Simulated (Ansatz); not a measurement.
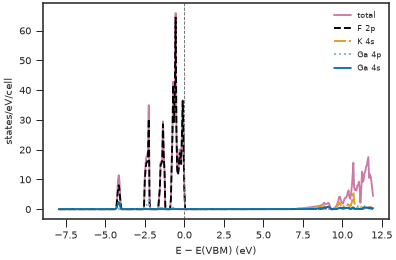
*Total and projected density of states of K$_{3}$GaF$_{6}$ in space group Fm-3m (No. 225; K on 8c, K on 4b, Ga on 4a, F on 24e), the program Ansatz at the r²SCAN level (PAW)*

Problem. Which orbitals carry the states next to the gap?

Solution. Top 1 eV of the valence band: F 2p 97 %. Bottom 1 eV of the conduction band: K 4s 66 %, F 2s 14 %, Ga 4s 9 %, F 2p 6 %. Projections are on Löwdin-orthogonalised atomic valence shells; empty p or d shells of many metals are not among them.

Problem. Where is the tallest occupied peak in this window, and what makes it?

Solution. Near -0.6 eV, about 66 states/eV per cell; the largest projected share is F 2p.

The workflow started from a Materials Project entry (that database holds measured and hypothetical structures alike); the Crystallography Open Database files this formula in space group No. 225, but the cells were not matched. Whether it is the stable phase at ambient conditions was not checked. The cell was relaxed with r²SCAN under the symmetry of its start; its stability against distortions is not shown here. Spin–orbit coupling is left out wherever it is not named.

Potentials: the later of the program's two PAW sets.
